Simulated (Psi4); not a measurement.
# C3H4AlF (SMILES C#[C][Al]([CH3])[F]) at M06-2X/cc-pVDZ

What is the energy change on altering one bond length of C3H4AlF at M06-2X/cc-pVDZ? 

The results are computed with Psi4 1.11.

### 1 The molecule

C3H4AlF has 9 atoms, charge 0, and is taken as a singlet. SMILES: `C#[C][Al]([CH3])[F]`. The shape is that of a PBE0-D4/def2-TZVP optimisation.

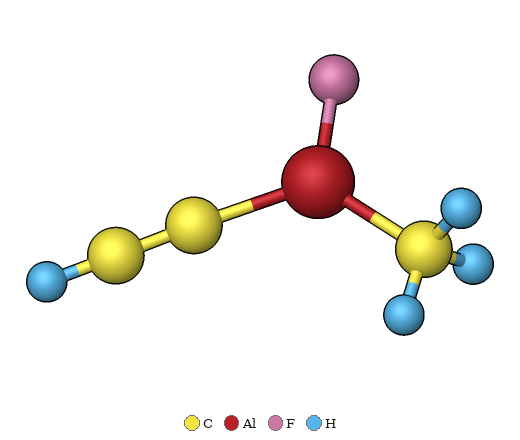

The structure, seen from a chosen angle (carbon yellow, aluminium red, fluorine pink, hydrogen blue).

### 2 A single-point energy at M06-2X/cc-pVDZ

c3h4alf.in

```
memory 1600 MB

molecule {
  C      0.214800     2.769900     0.344200
  C      0.305500     1.631300    -0.055000
  Al     0.406600    -0.178300    -0.626600
  C     -0.438400    -1.662200     0.274100
  F      1.286200    -0.460300    -1.993400
  H      0.139200     3.776200     0.690400
  H     -1.159600    -2.156900    -0.383600
  H      0.298900    -2.419800     0.555700
  H     -0.964600    -1.346100     1.177300
  units angstrom
  symmetry c1
}

set {
  puream true
  scf_type pk
  dft_radial_points 99
  dft_spherical_points 590
}

energy("m06-2x/cc-pVDZ")
print_variables()
```

The run is started by

```console
$ psi4 c3h4alf.in c3h4alf.out -n 1
```

c3h4alf.out:

```text
[...]
  Running in c1 symmetry.
[...]
  Nuclear repulsion =  179.125009427369434
[...]
  Multiplicity = 1
[...]
  Nalpha       = 22
  Nbeta        = 22
[...]
    Number of basis functions: 94
[...]
   @RKS iter   1:  -458.61468151235914   -9.26777e-01   8.35325e-03 DIIS/ADIIS
[...]
   @RKS iter   9:  -458.92523606544705   -1.57852e-08   3.03689e-07 DIIS
[...]
    Orbital Energies [Eh]
    ---------------------
    Doubly Occupied:
       1A    -56.895270     2A    -25.213644     3A    -10.559198
       4A    -10.531459     5A    -10.530966     6A     -4.409794
       7A     -2.913182     8A     -2.910404     9A     -2.907402
      10A     -1.278097    11A     -0.838586    12A     -0.778218
      13A     -0.618078    14A     -0.546824    15A     -0.496034
      16A     -0.487742    17A     -0.471539    18A     -0.463425
      19A     -0.459770    20A     -0.370425    21A     -0.351408
      22A     -0.346078
[...]
  @RKS Final Energy:  -458.92523606544705
   => Energetics <=
    Nuclear Repulsion Energy =            179.1250094273694344
    One-Electron Energy =                -988.9440591705975976
    Two-Electron Energy =                 373.3030491423753574
    DFT Exchange-Correlation Energy =     -22.4092354645942784
    Empirical Dispersion Energy =           0.0000000000000000
    VV10 Nonlocal Energy =                  0.0000000000000000
    Total Energy =                       -458.9252360654470522
[...]
 Multipole Moments:
 ------------------------------------------------------------------------------------
     Multipole            Electronic (a.u.)      Nuclear  (a.u.)        Total (a.u.)
 ------------------------------------------------------------------------------------
 L = 1.  Multiply by 2.5417464519 to convert [e a0] to [Debye]
 Dipole X            :          3.4667418           -3.9289762           -0.4622344
 Dipole Y            :          1.8401734           -1.7874409            0.0527325
 Dipole Z            :         -4.6833661            5.3780094            0.6946433
 Magnitude           :                                                    0.8360447
[...]
```

Run time: 44 s. Hardware: 1 thread of Intel Xeon at 2.60GHz (Ice Lake), shared host; peak memory 0.99 GiB.

### 3 The distorted shape, same level

calc.in

```
memory 1.6 GB

molecule {
  C     -0.225009     2.910903     1.027614
  C     -0.134309     1.772303     0.628414
  Al    -0.033209    -0.037297     0.056814
  C     -0.878209    -1.521197     0.957514
  F      1.286200    -0.460300    -1.993400
  H     -0.300609     3.917203     1.373814
  H     -1.599409    -2.015897     0.299814
  H     -0.140909    -2.278797     1.239114
  H     -1.404409    -1.205097     1.860714
  symmetry c1
}

set globals {
  basis cc-pVDZ
  puream true
  scf_type pk
  dft_radial_points 99
  dft_spherical_points 590
}

E = energy('m06-2x')
print_variables()
```

The run is started by

```console
$ psi4 -i calc.in -o calc.out -n 1
```

calc.out:

```text
[...]
  Running in c1 symmetry.
[...]
  Nuclear repulsion =  161.409170252169702
[...]
  Multiplicity = 1
[...]
  Nalpha       = 22
  Nbeta        = 22
[...]
    Number of basis functions: 94
[...]
   @RKS iter   1:  -458.45168340202804   -1.01898e+00   8.89349e-03 ADIIS/DIIS
[...]
   @RKS iter  10:  -458.81051045031842   -7.47568e-08   4.72947e-07 DIIS
[...]
    Orbital Energies [Eh]
    ---------------------
    Doubly Occupied:
       1A    -56.956776     2A    -25.107685     3A    -10.583717
       4A    -10.561453     5A    -10.555944     6A     -4.461638
       7A     -2.965183     8A     -2.960899     9A     -2.959269
      10A     -1.121261    11A     -0.860947    12A     -0.804378
      13A     -0.638152    14A     -0.525545    15A     -0.491681
      16A     -0.489413    17A     -0.409100    18A     -0.374538
      19A     -0.373604    20A     -0.350737    21A     -0.348208
      22A     -0.347688
[...]
  @RKS Final Energy:  -458.81051045031842
   => Energetics <=
    Nuclear Repulsion Energy =            161.4091702521697016
    One-Electron Energy =                -953.5918569856206659
    Two-Electron Energy =                 355.7257319047108126
    DFT Exchange-Correlation Energy =     -22.3535556215782485
    Empirical Dispersion Energy =           0.0000000000000000
    VV10 Nonlocal Energy =                  0.0000000000000000
    Total Energy =                       -458.8105104503184180
[...]
 Multipole Moments:
 ------------------------------------------------------------------------------------
     Multipole            Electronic (a.u.)      Nuclear  (a.u.)        Total (a.u.)
 ------------------------------------------------------------------------------------
 L = 1.  Multiply by 2.5417464519 to convert [e a0] to [Debye]
 Dipole X            :          3.3098020           -4.5264198           -1.2166178
 Dipole Y            :          1.9235075           -1.5959002            0.3276073
 Dipole Z            :         -4.4319823            6.3063699            1.8743876
 Magnitude           :                                                    2.2584983
[...]
```

It took 45 s on 1 thread of Intel Xeon at 2.60GHz (Ice Lake), shared host; peak memory 0.98 GiB.

### 4 What came out

Level: M06-2X/cc-pVDZ.

| quantity | value |
| --- | --- |
| first shape: total energy | -458.92524 Eh |
| first shape: dipole moment | 2.13 D |
| first shape: HOMO energy | -9.42 eV |
| first shape: LUMO energy | -0.47 eV |
| first shape: HOMO–LUMO gap | 8.94 eV |
| distorted shape: total energy | -458.81051 Eh |
| distorted shape: dipole moment | 5.74 D |
| distorted shape: HOMO energy | -9.46 eV |
| distorted shape: LUMO energy | -1.41 eV |
| distorted shape: HOMO–LUMO gap | 8.06 eV |
| energy change with the Al3–F5 bond stretched from 1.650 to 2.474 Å | 3.122 eV |

What this shows: With the Al3–F5 bond stretched from 1.650 to 2.474 Å the energy rises by 3.12 eV (301 kJ/mol). The first shape isn't relaxed at this level, so the change isn't measured from a minimum.
